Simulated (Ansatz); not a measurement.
# Frozen-phonon scan for BN (zinc blende)

Relaxed BN (zinc blende):

```yaml
crystal:
  lattice:
    - [0.00000, 1.81205, 1.81205]
    - [1.81205, 0.00000, 1.81205]
    - [1.81205, 1.81205, 0.00000]
  atoms:
    - { symbol: N, position: [0.75000, 0.75000, 0.75000] }
    - { symbol: B, position: [0.00000, 0.00000, 0.00000] }
```

A phonon eigenvector at Γ is frozen into this cell: atom i moves by Q times the vector below, so Q is the largest atomic displacement, in Å. The cell is held. It is one choice among 3 degenerate patterns.

```tsv
atom	x	y	z
N1	0.000	0.000	-0.772
B2	0.000	0.000	1.000
```

Computed with PBE (plane waves to 420 eV, PAW, scalar-relativistic; Ansatz, an electronic-structure program). k mesh 16×16×16 (Γ-centred), Fermi-Dirac smearing 0.05 eV. Energies are smeared free energies. Compression counts positive. BN was relaxed with its symmetry unable to fall. The PAW data are Ansatz's earlier set. ΔE is measured from the undisplaced structure.

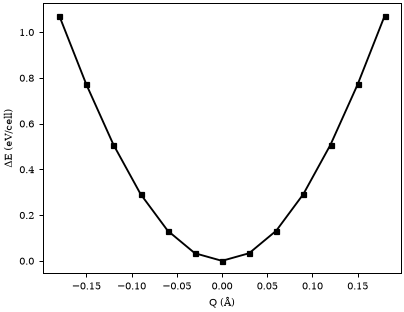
Figure: ΔE (eV/cell) against Q (Å); markers are the computed points, lines only join them.

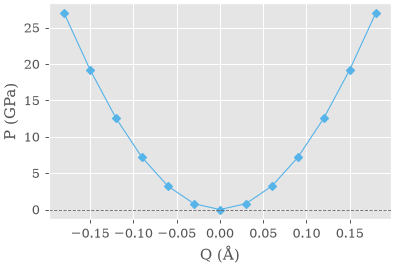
P (GPa) against Q (Å); computed points joined by lines.

The energy at Q = 0.180 Å comes out as 1072 meV/cell. Symmetry of the curve: even: the same for both signs. Shape of the curve: a single well with its minimum at or next to zero displacement. Wavenumber by perturbation theory (DFPT, on another k mesh): 1025 cm⁻¹. Space group of the distorted cell: Imm2 (No. 44), lowered from F-43m.

(For displaced atoms, the force is minus the slope of the energy, and its curvature is a force constant, which sets phonon frequencies.)
